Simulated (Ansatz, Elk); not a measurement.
## NaCu2Ni2Sb2: X-ray structure factors from the self-consistent density

Structure refinements treat a crystal as free atoms side by side. For a made-up structure of NaCu2Ni2Sb2 (cell and positions from a PBE relaxation) the runs below show what the calculated density changes in F(hkl).

Method: DFT, PBE, all-electron APW+lo, Dirac cores, scalar-relativistic bands, static density, no spin, in Elk 11.2.3 (patched build).

The structure was built from a prototype and need not be the compound's stable phase.

**1. The starting structure**

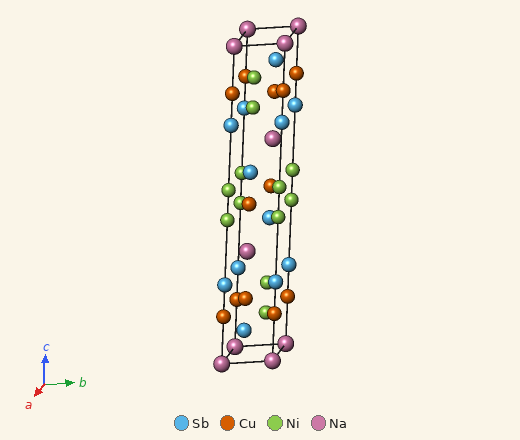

The starting structure, seen slightly off an axis (antimony blue, copper orange, nickel green, sodium pink). This picture shows the conventional cell, with its axes. Some periodic images of atoms are drawn too.

Structure file:

```cif
data_structure
_symmetry_space_group_name_H-M 'R-3m:H'
_symmetry_Int_Tables_number 166
_cell_length_a 4.1275
_cell_length_b 4.1275
_cell_length_c 26.5224
_cell_angle_alpha 90.000
_cell_angle_beta 90.000
_cell_angle_gamma 120.000
_cell_volume 391.31
loop_
_atom_site_label
_atom_site_type_symbol
_atom_site_symmetry_multiplicity
_atom_site_Wyckoff_symbol
_atom_site_fract_x
_atom_site_fract_y
_atom_site_fract_z
_atom_site_occupancy
Sb1 Sb 6 c 0.33333 0.66667 0.91542 1
Cu1 Cu 6 c 0.33333 0.66667 0.81534 1
Ni1 Ni 6 c 0.66667 0.33333 0.78611 1
Na1 Na 3 a 0.00000 0.00000 0.00000 1
```

**2. Ground state and structure factors**

An all-electron density is needed, since X-rays see the cores too. Task 0 finds the density and task 195 Fourier-transforms it; tshift is off so that phases refer to the origin typed.

elk.in reads:

```
tasks
  0
  195

xctype
  20

spinpol
  .false.

rgkmax
  7.0

gmaxvr
  14.0

lmaxo
  7

lmaxapw
  8

swidth
  0.002

tshift
  .false.

ramdisk
  .false.

hmaxvr
  5.5

maxscl
  120

epspot
  1e-06

sppath
  './'

avec
  3.89992059938 2.25162020821 16.70669460986
  -3.89992059938 2.25162020821 16.70669460986
  0.00000000000 -4.50324041541 16.70669460999

atoms
  4
  'Sb.in'
  2
  0.2487499313 0.2487499313 0.2487499313   0.000000 0.000000 0.000000
  0.7512500687 0.7512500687 0.7512500687   0.000000 0.000000 0.000000
  'Cu.in'
  2
  0.1486754379 0.1486754379 0.1486754379   0.000000 0.000000 0.000000
  0.8513245621 0.8513245621 0.8513245621   0.000000 0.000000 0.000000
  'Ni.in'
  2
  0.4527724612 0.4527724612 0.4527724612   0.000000 0.000000 0.000000
  0.5472275388 0.5472275388 0.5472275388   0.000000 0.000000 0.000000
  'Na.in'
  1
  -0.0000000000 -0.0000000000 -0.0000000000   0.000000 0.000000 0.000000

ngridk
  6 6 6
```

The run is started by

```console
$ OMP_NUM_THREADS=4 elk
```

Numbers of over 12 decimals in the logs are rounded to 6 here.

Output:

```text
┌─────────────────────────┐
│ Elk code version 11.2.3 │
└─────────────────────────┘

All units are atomic (Hartree, Bohr, etc.)

┌─────────────────────────────────────────────────┐
│ Ground-state run starting from atomic densities │
└─────────────────────────────────────────────────┘

Lattice vectors :
   3.899920599       2.251620208       16.70669461
  -3.899920599       2.251620208       16.70669461
   0.000000000      -4.503240415       16.70669461

Reciprocal lattice vectors :
  0.8055529782      0.4650862288      0.1253626257
 -0.8055529782      0.4650862288      0.1253626257
 -0.9283208392E-17 -0.9301724576      0.1253626257

Unit cell volume      :    880.2229489
Brillouin zone volume :   0.2818038473

Muffin-tin inner radius fraction :   0.1000000000E-01

Nuclei treated as point charges

Species : 1 (Sb)
 parameters loaded from : Sb.in
 name : antimony
 nuclear charge    :   -51.00000000
 electronic charge :    51.00000000
 atomic mass :    221954.9021
 muffin-tin radius :    2.485717620
 number of radial points in muffin-tin :   1193
 inner part over the whole radius :   0.9881270111E-02
 number on inner part of muffin-tin    :    849
 approximate nuclear radius :   0.8886795689E-04
 number of mesh points to nuclear radius :    430
 atomic positions (lattice), magnetic fields (Cartesian) :
  1 :   0.24874993  0.24874993  0.24874993    0.00000000  0.00000000  0.00000000
  2 :  -0.24874993 -0.24874993 -0.24874993    0.00000000  0.00000000  0.00000000

Species : 2 (Cu)
 parameters loaded from : Cu.in
 name : copper
 nuclear charge    :   -29.00000000
 electronic charge :    29.00000000
 atomic mass :    115837.2717
 muffin-tin radius :    2.395469807
 number of radial points in muffin-tin :    993
 inner part over the whole radius :   0.9898588331E-02
 number on inner part of muffin-tin    :    701
 approximate nuclear radius :   0.7406004541E-04
 number of mesh points to nuclear radius :    336
 atomic positions (lattice), magnetic fields (Cartesian) :
  1 :   0.14867544  0.14867544  0.14867544    0.00000000  0.00000000  0.00000000
  2 :  -0.14867544 -0.14867544 -0.14867544    0.00000000  0.00000000  0.00000000

Species : 3 (Ni)
 parameters loaded from : Ni.in
 name : nickel
 nuclear charge    :   -28.00000000
 electronic charge :    28.00000000
 atomic mass :    106991.5231
 muffin-tin radius :    2.290177502
 number of radial points in muffin-tin :    993
 inner part over the whole radius :   0.9924876690E-02
 number on inner part of muffin-tin    :    700
 approximate nuclear radius :   0.7325707712E-04
 number of mesh points to nuclear radius :    336
 atomic positions (lattice), magnetic fields (Cartesian) :
  1 :   0.45277246  0.45277246  0.45277246    0.00000000  0.00000000  0.00000000
  2 :  -0.45277246 -0.45277246 -0.45277246    0.00000000  0.00000000  0.00000000

Species : 4 (Na)
 parameters loaded from : Na.in
 name : sodium
 nuclear charge    :   -11.00000000
 electronic charge :    11.00000000
 atomic mass :    41907.78703
 muffin-tin radius :    2.200000000
 number of radial points in muffin-tin :    793
 inner part over the whole radius :   0.9883648912E-02
 number on inner part of muffin-tin    :    551
 approximate nuclear radius :   0.5574345702E-04
 number of mesh points to nuclear radius :    238
 atomic positions (lattice), magnetic fields (Cartesian) :
  1 :   0.00000000  0.00000000  0.00000000    0.00000000  0.00000000  0.00000000

Total number of atoms per unit cell :    7
Total muffin-tin volume :    389.0580179
 ratio of muffin-tin to unit cell volume :   0.4419994029

Spin treatment :
 spin-unpolarised

Number of Bravais lattice symmetries :   12
Number of crystal symmetries         :   12
Crystal has inversion symmetry
Real symmetric eigensolver will be used

k-point grid :      6     6     6
k-point offset :    0.000000000       0.000000000       0.000000000
k-point set is reduced with full crystal symmetry group
Total number of k-points :       32

[...]
(states/Hartree/unit cell)

Estimated indirect band gap :   0.4047285628E-02
 from k-point 18 to k-point 24
Estimated direct band gap   :   0.1216753393E-01
 at k-point 28

Charges :
 core                        :    122.0000000
 valence                     :    105.0000000
 interstitial                :    8.992922446
 muffin-tins (core leakage)
  species : 1 (Sb)
[...]
species : 2 (Cu)
[...]
species : 3 (Ni)
[...]
species : 4 (Na)
[...]
total in muffin-tins        :    218.0070776
 total calculated charge     :    226.9958585
 total charge                :    227.0000000
 error                       :   0.4141535045E-02

RMS change in Kohn-Sham potential (target) :   0.8016680270     (  0.1000000000E-05)
Absolute change in total energy (target)   :    2.618421056     (  0.1000000000E-03)

[... loops 3 to 19 left out ...]

┌──────────────────┐
│ Loop number : 20 │
└──────────────────┘

Energies :
 Fermi                       :     0.209511
 sum of occupied eigenvalues :     -11585.912619029
 electron kinetic            :      20302.546172156
 core electron kinetic       :      19271.801978201
 Coulomb                     :     -39165.513040469
 Coulomb potential           :     -31082.986610380
 nuclear-nuclear             :     -1751.7090571338
 electron-nuclear            :     -43801.158714810
 Hartree                     :      6387.3547314753
 Madelung                    :     -23624.019735279
 xc potential                :     -805.47218080433
 exchange                    :     -607.07081532693
 correlation                 :     -11.402330406444
 electron entropic           :    -0.17769169525370E-02
 total energy                :     -19481.441790963

Density of states at Fermi energy :    142.5598512
 (states/Hartree/unit cell)

Estimated indirect band gap :   0.8294914022E-03
 from k-point 22 to k-point 8
Estimated direct band gap   :   0.7781087477E-02
 at k-point 5

Charges :
 core                        :    122.0000000
 valence                     :    105.0000000
 interstitial                :    8.726730052
 muffin-tins (core leakage)
  species : 1 (Sb)
[...]
species : 2 (Cu)
[...]
species : 3 (Ni)
[...]
species : 4 (Na)
[...]
total in muffin-tins        :    218.2732699
 total calculated charge     :    226.9959962
 total charge                :    227.0000000
 error                       :   0.4003830644E-02

RMS change in Kohn-Sham potential (target) :   0.4707732763E-06 (  0.1000000000E-05)
Absolute change in total energy (target)   :   0.6345578004E-04 (  0.1000000000E-03)

Convergence targets achieved

┌──────────────────┐
│ Loop number : 21 │
└──────────────────┘

Energies :
 Fermi                       :     0.209511
 sum of occupied eigenvalues :     -11585.912596681
 electron kinetic            :      20302.546189818
 core electron kinetic       :      19271.801984529
 Coulomb                     :     -39165.513042397
 Coulomb potential           :     -31082.986569054
 nuclear-nuclear             :     -1751.7090571338
 electron-nuclear            :     -43801.158759950
 Hartree                     :      6387.3547746860
 Madelung                    :     -23624.019757871
 xc potential                :     -805.47221744546
 exchange                    :     -607.07081580943
 correlation                 :     -11.402330433697
 electron entropic           :    -0.17769167565070E-02
 total energy                :     -19481.441775740

Density of states at Fermi energy :    142.5598464
 (states/Hartree/unit cell)

Estimated indirect band gap :   0.8294930235E-03
 from k-point 22 to k-point 8
Estimated direct band gap   :   0.7781079693E-02
 at k-point 5

Charges :
 core                        :    122.0000000
 valence                     :    105.0000000
 interstitial                :    8.726729264
 muffin-tins (core leakage)
  species : 1 (Sb)
[...]
species : 2 (Cu)
[...]
species : 3 (Ni)
   atom 1                    :    27.10004678     (  0.5071313002E-03)
   atom 2                    :    27.10004678     (  0.5071313002E-03)
  species : 4 (Na)
   atom 1                    :    10.02612328     ( -0.9715866156E-07)
 total in muffin-tins        :    218.2732707
 total calculated charge     :    226.9959962
 total charge                :    227.0000000
 error                       :   0.4003830743E-02

┌──────────────────────────────┐
│ Self-consistent loop stopped │
└──────────────────────────────┘

Warning : core states of species 1 leak from the muffin-tin :   0.1434973240E-02

Warning : core states of species 2 leak from the muffin-tin :   0.1629010531E-03

Warning : core states of species 3 leak from the muffin-tin :   0.5071313002E-03

Wrote STATE.OUT
```

The job ended after 95 s (4 threads of Arm Neoverse V2, shared host; peak memory 0.41 GiB; 4.6 min of CPU time).

SFACRHO.OUT:

```text

h k l indices transformed by vhmat matrix:
   1.000000000       0.000000000       0.000000000    
   0.000000000       1.000000000       0.000000000    
   0.000000000       0.000000000       1.000000000    

      h      k      l  multipl.   |H|            Re(F)            Im(F)           |F|

      0      0      0      1   0.0000000       227.00000     -0.72269869E-16   227.00000    
     -1     -1     -1      2  0.37608788      -79.694679     -0.39686147E-13   79.694679    
      2      2      2      2  0.75217575      -52.692232     -0.91593208E-14   52.692232    
      0      1      0      6  0.93858222      -6.8551840      0.84253196E-14   6.8551840    
      0      1      1      6  0.96337114      -54.241022     -0.35079738E-13   54.241022    
     -2     -1     -1      6   1.0567277       72.539201      0.92045161E-14   72.539201    
     -2     -1     -2      6   1.1216575       5.9407434     -0.60735453E-14   5.9407434    
      3      3      3      2   1.1282636       30.699873     -0.71765981E-13   30.699873    
     -3     -2     -2      6   1.2787863       71.325439      0.61116975E-13   71.325439    
     -3     -2     -3      6   1.3678564       74.620167     -0.48831715E-13   74.620167    
      4      4      4      2   1.5043515       57.035642      0.12826420E-12   57.035642    
     -4     -3     -3      6   1.5610252      -154.49938     -0.11219810E-12   154.49938    
     -1      1      0      6   1.6111060       169.10661      0.36504355E-14   169.10661    
      2      0      1     12   1.6544197      -60.124737      0.30522763E-13   60.124737    
     -3     -4     -4      6   1.6633794       13.271558      0.71744267E-13   13.271558    
     -2     -1     -3     12   1.7780413      -42.677881      0.29721000E-16   42.677881    
     -1      1     -1      6   1.8645640      -4.9577550     -0.14479253E-13   4.9577550    
      4      4      5      6   1.8764831       80.322020     -0.13436279E-12   80.322020
```

Elk indexes on the primitive cell of elk.in and gives |H| = 4π sin θ/λ in inverse bohr. Below, one row stands for each form hkl of the conventional cell (m members, Friedel mates merged), F is for one primitive cell and the density is static (no thermal factor). Free-atom factors are Waasmaier and Kirfel's, and R is Σm||F|−|F'||/Σm|F|.

```csv
hkl,m,sin θ/λ (Å⁻¹),"abs F, DFT",neutral atoms,diff.
003,2,0.057,79.695,79.487,+0.207
006,2,0.113,52.692,52.232,+0.460
101,6,0.141,6.855,6.089,+0.766
012,6,0.145,54.241,54.594,-0.353
104,6,0.159,72.539,72.067,+0.473
015,6,0.169,5.941,6.031,-0.090
009,2,0.170,30.700,30.317,+0.383
107,6,0.192,71.325,71.739,-0.414
018,6,0.206,74.620,75.090,-0.469
0 0 12,2,0.226,57.036,57.297,-0.262
1 0 10,6,0.235,154.499,155.385,-0.886
110,6,0.242,169.107,170.076,-0.969
113,12,0.249,60.125,60.887,-0.762
0 1 11,6,0.250,13.272,12.928,+0.343
116,12,0.267,42.678,42.313,+0.365
021,6,0.280,4.958,4.805,+0.153
1 0 13,6,0.282,80.322,81.111,-0.789
202,6,0.282,45.572,45.630,-0.058
```

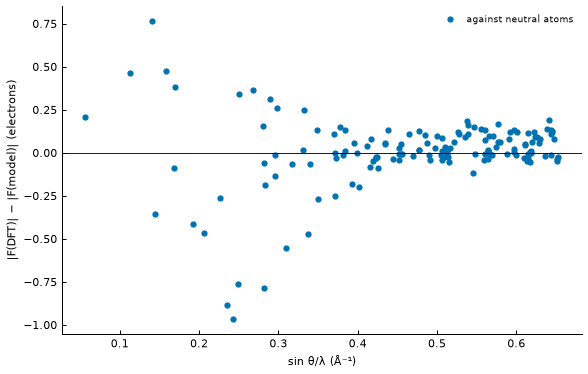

Difference between the calculated structure factors and the independent-atom ones.

**3. The highest occupied states alone**

An energy window below the Fermi level keeps the highest occupied states, to see at which angles they scatter; shallow core shells can lie inside it and anion s states outside. No new self-consistency is needed.

Edit elk.in of step 2 so:

```diff
@@ -1,3 +1,2 @@
 tasks
-  0
   195
@@ -40,2 +39,5 @@
 
+wsfac
+  -0.157980 0.509510
+
 sppath
```

The run is started by

```console
$ OMP_NUM_THREADS=4 elk
```

Output:

```text
┌─────────────────────────────────┐
│ Elk code version 11.2.3 started │
└─────────────────────────────────┘

Info(readinput): the functional depends on the density's gradient
 muffin-tin radial points multiplied by    2.00000
 (not where nrmtscf is given)

┌────────────────────┐
│ Current task : 195 │
└────────────────────┘
Info(checkmt): changed muffin-tin radius of species 1 (Sb) from   2.6000 to   2.4857
Info(checkmt): changed muffin-tin radius of species 2 (Cu) from   2.4000 to   2.3955
Info(checkmt): changed muffin-tin radius of species 3 (Ni) from   2.4000 to   2.2902

Info(sfacrho): density structure factors written to SFACRHO.OUT

 Energy window :  -0.1579800000      0.5095100000

┌──────────────────┐
│ Elk code stopped │
└──────────────────┘
```

The job ended after 21 s (4 threads; peak memory 0.28 GiB).

States within 10 eV below the Fermi level hold 51.39 electrons; any levels below the window count with the cores, and a count that is not whole means the window cuts a band. Their amplitudes can exceed the total, where window and core parts have opposite phase:

```csv
hkl,sin θ/λ (Å⁻¹),"abs F, window","abs F, all"
003,0.057,30.820,79.695
006,0.113,6.659,52.692
101,0.141,4.341,6.855
012,0.145,4.760,54.241
104,0.159,5.911,72.539
015,0.169,1.916,5.941
009,0.170,3.591,30.700
107,0.192,19.374,71.325
018,0.206,2.947,74.620
0 0 12,0.226,6.915,57.036
```

**4. Another functional**

The difference from free atoms is small, so it is set against the change that LDA (Perdew-Wang) makes.

Edit elk.in of step 3 so:

```diff
@@ -1,2 +1,3 @@
 tasks
+  0
   195
@@ -4,3 +5,3 @@
 xctype
-  20
+  3
 
@@ -39,5 +40,2 @@
 
-wsfac
-  -0.157980 0.509510
-
 sppath
```

The run is started by

```console
$ OMP_NUM_THREADS=4 elk
```

Output:

```text
┌─────────────────────────┐
│ Elk code version 11.2.3 │
└─────────────────────────┘

All units are atomic (Hartree, Bohr, etc.)

┌─────────────────────────────────────────────────┐
│ Ground-state run starting from atomic densities │
└─────────────────────────────────────────────────┘

Lattice vectors :
   3.899920599       2.251620208       16.70669461
  -3.899920599       2.251620208       16.70669461
   0.000000000      -4.503240415       16.70669461

Reciprocal lattice vectors :
  0.8055529782      0.4650862288      0.1253626257
[...]
species : 4 (Na)
   atom 1                    :    10.02727843     ( -0.1555072445E-05)
 total in muffin-tins        :    218.3594354
 total calculated charge     :    226.9959097
 total charge                :    227.0000000
 error                       :   0.4090342775E-02

┌──────────────────────────────┐
│ Self-consistent loop stopped │
└──────────────────────────────┘

Warning : core states of species 1 leak from the muffin-tin :   0.1463045379E-02

Warning : core states of species 2 leak from the muffin-tin :   0.1674508218E-03

Warning : core states of species 3 leak from the muffin-tin :   0.5293991787E-03

Wrote STATE.OUT
[key lines of the parts left out:]
total energy                :     -19459.816128723
```

The job ended after 61 s (4 threads; peak memory 0.33 GiB; 3.1 min of CPU time).

Against the first run R = 0.04 %; the largest change is -0.095 at 0 1 20.

**5. A coarser k-mesh**

About half the k-points along each axis test the sampling.

Edit elk.in of step 4 so:

```diff
@@ -5,3 +5,3 @@
 xctype
-  3
+  20
 
@@ -67,2 +67,2 @@
 ngridk
-  6 6 6
+  3 3 3
```

The run is started by

```console
$ OMP_NUM_THREADS=4 elk
```

Output:

```text
┌─────────────────────────┐
│ Elk code version 11.2.3 │
└─────────────────────────┘

All units are atomic (Hartree, Bohr, etc.)

┌─────────────────────────────────────────────────┐
│ Ground-state run starting from atomic densities │
└─────────────────────────────────────────────────┘

Lattice vectors :
   3.899920599       2.251620208       16.70669461
  -3.899920599       2.251620208       16.70669461
   0.000000000      -4.503240415       16.70669461

Reciprocal lattice vectors :
  0.8055529782      0.4650862288      0.1253626257
[...]
species : 4 (Na)
   atom 1                    :    10.02599744     ( -0.9715865579E-07)
 total in muffin-tins        :    218.2750565
 total calculated charge     :    226.9960378
 total charge                :    227.0000000
 error                       :   0.3962206558E-02

┌──────────────────────────────┐
│ Self-consistent loop stopped │
└──────────────────────────────┘

Warning : core states of species 1 leak from the muffin-tin :   0.1435082509E-02

Warning : core states of species 2 leak from the muffin-tin :   0.1629479936E-03

Warning : core states of species 3 leak from the muffin-tin :   0.5077367118E-03

Wrote STATE.OUT
[key lines of the parts left out:]
total energy                :     -19481.438068294
```

Elapsed: 49 s, on 4 threads; peak memory 0.41 GiB; 90 s of CPU time.

Against the first run R = 0.04 %; the largest change is -0.042 at 410.

**6. Settings against the effect**

```csv
run,R against the first run (%),"R against neutral atoms, low angle (%)",wall time
"PBE, rgkmax 7",0.00,0.77,95 s
LDA (Perdew-Wang),0.04,0.78,61 s
k-mesh 3×3×3,0.04,0.77,49 s
```

**7. Outcome**

```
R against neutral atoms, sin θ/λ < 0.3 Å⁻¹ : 0.77 %
R against neutral atoms, 0.3 to 0.65 Å⁻¹   : 0.19 %
```

**Reading.** Independent neutral atoms miss the calculated amplitudes by R = 0.77 % below 0.3 Å⁻¹ and 0.19 % from there to 0.65 Å⁻¹; by shells, 1.28 % below 0.15 Å⁻¹ (4 forms), 0.72 % 0.15 to 0.3 (19 forms), 0.21 % 0.3 to 0.45 (32 forms), 0.18 % above 0.45 (94 forms). Bonding, aspherical density and the tables' own atoms all enter these figures, and the runs don't part them. The largest change of an amplitude is -0.97 electrons, at 110. The window's part falls from 51.4 electrons at the origin to at most 8.28 between 0.45 and 0.65 Å⁻¹, where compact states inside the window still scatter. Below 0.3 Å⁻¹ the changes that finished (LDA (Perdew-Wang) and k-mesh 3×3×3) move F by R = 0.03 % at most, against the 0.77 % that separates it from free atoms. The basis has no finished test. These runs have no spin, though d or f shells may be open. Part of the difference isn't bonding: the tables are fits to free atoms and ions calculated by other methods than this functional. Thermal motion, anomalous dispersion and extinction are left out.

[Logs are printed without paths, hosts, clocks, repeated set-up lines and the standing remarks that a program may print on its own settings, such as how far it seeks lower states.]

[Hosts, paths, dates, database ids (printed as entryN), source tags and the programs' standing remarks are cut or masked in the printed files.]
